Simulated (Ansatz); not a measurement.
# BH4O− (SMILES [BH3-]O): SVWN5/STO-3G

Aim: the vertical ionisation energy of BH4O− at SVWN5/STO-3G, from 2 runs. 

The results are computed with Ansatz 0.2.0.

**1. The molecule**

The species is BH4O− (6 atoms), meant as a singlet with charge -1. SMILES: `[BH3-]O`. The shape is that of a GFN2-xTB optimisation.

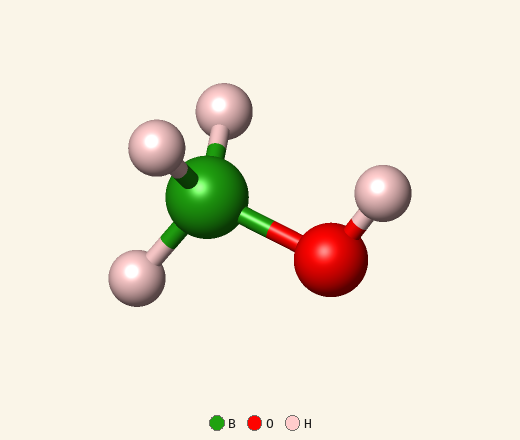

The structure, seen from a chosen angle (boron green, oxygen red, hydrogen pink).

**2. The energy at SVWN5/STO-3G**

File job.yaml:

```yaml
crystal:
  periodic: [false, false, false]
  atoms:
    - {symbol: B, position_ang: [-0.074670, -0.173680, -0.316420]}
    - {symbol: O, position_ang: [-0.013550, 1.016190, 0.603980]}
    - {symbol: H, position_ang: [1.062740, -0.650510, -0.499740]}
    - {symbol: H, position_ang: [-0.542300, 0.195170, -1.379270]}
    - {symbol: H, position_ang: [-0.789000, -1.072510, 0.169030]}
    - {symbol: H, position_ang: [0.356770, 0.685330, 1.422430]}
basis:
  gaussian: {orbitals: STO-3G}
total_charge: -1
hamiltonian: {xc: {name: SVWN5}}
accuracy: high
```

Started as:

```bash
$ ansatz run job.yaml --threads 1 --pin off --max-ram 2610MiB --events-out events.jsonl --progress --plain --runs-dir runs
```

Log:

```text
Warning: RAYON_NUM_THREADS=1 ignored (pool sized by the plan → 1); use --threads N
Functional definition: SVWN5
  name "SVWN5"
  exchange = slater_x
  correlation = vwn5_c
229 factors; integrals over basis functions are off by at most 3.2e-8 eV
mean field evaluation 1: about -2722.9677 eV, gradient 2.0e1 eV
mean field evaluation 2: about -2723.1246 eV, gradient 1.9e1 eV
mean field evaluation 4: about -2724.2894 eV, gradient 3.9e-1 eV
mean field evaluation 8: about -2724.2260 eV, gradient 2.6e-3 eV
mean field -2724.22601240 eV, -100.1134594090 hartree, gradient 6.2e-8 eV, S^2 0.000000; 0 other end points of the search recorded, 0 dependent functions left out
reference -2724.22601401 eV, -100.1134594681 hartree; 9, 9 occupied and 5, 5 virtual orbitals, 229 factors
Total energy: -2724.22601401 eV, -100.1134594681 hartree
```

It took 0.46 s on 1 thread of Arm Neoverse V2, shared host.

**3. Doublet neutral BH4O, same level**

Changes to job.yaml since step 2:

```diff
@@ -11,4 +11,4 @@
   gaussian: {orbitals: STO-3G}
-total_charge: -1
+magnetization: {spin_polarized: true, initial_magnetization: 1}
+accuracy: high
 hamiltonian: {xc: {name: SVWN5}}
-accuracy: high
```

Started as:

```bash
$ ansatz run job.yaml --threads 1 --pin off --max-ram 2610MiB --events-out events.jsonl --progress --plain --runs-dir runs
```

Log:

```text
Warning: RAYON_NUM_THREADS=1 ignored (pool sized by the plan → 1); use --threads N
[... 4 set-up lines as earlier in the session ...]
229 factors; integrals over basis functions are off by at most 3.2e-8 eV
mean field evaluation 1: about -2724.6065 eV, gradient 1.1e1 eV
mean field evaluation 2: about -2718.2141 eV, gradient 2.5e1 eV
mean field evaluation 4: about -2725.5865 eV, gradient 3.7e0 eV
mean field evaluation 8: about -2725.6337 eV, gradient 9.5e-2 eV
mean field evaluation 16: about -2725.6338 eV, gradient 1.4e-5 eV
mean field -2725.63382016 eV, -100.1651953900 hartree, gradient 9.7e-8 eV, S^2 0.751447; 1 other end points of the search recorded, 0 dependent functions left out
reference -2725.63382187 eV, -100.1651954527 hartree; 9, 8 occupied and 5, 6 virtual orbitals, 229 factors
Total energy: -2725.63382187 eV, -100.1651954527 hartree
```

It took 0.7 s on 1 thread of Arm Neoverse V2, shared host; peak memory 0.1 GiB.

**4. Summary of results**

Level: SVWN5/STO-3G.

```
                                           quantity          value
                        singlet BH4O−: total energy  -100.11346 Eh
                 doublet neutral BH4O: total energy  -100.16520 Eh
                         doublet neutral BH4O: ⟨S²⟩          0.751
vertical detachment energy (to the doublet neutral)      -1.408 eV
```

In words: The species is unbound against losing an electron at this level, by 1.41 eV (−136 kJ/mol); missing correlation or diffuse functions can give that sign where the real anion is bound. In a minimal basis such a difference can be off by several eV, whatever the method.
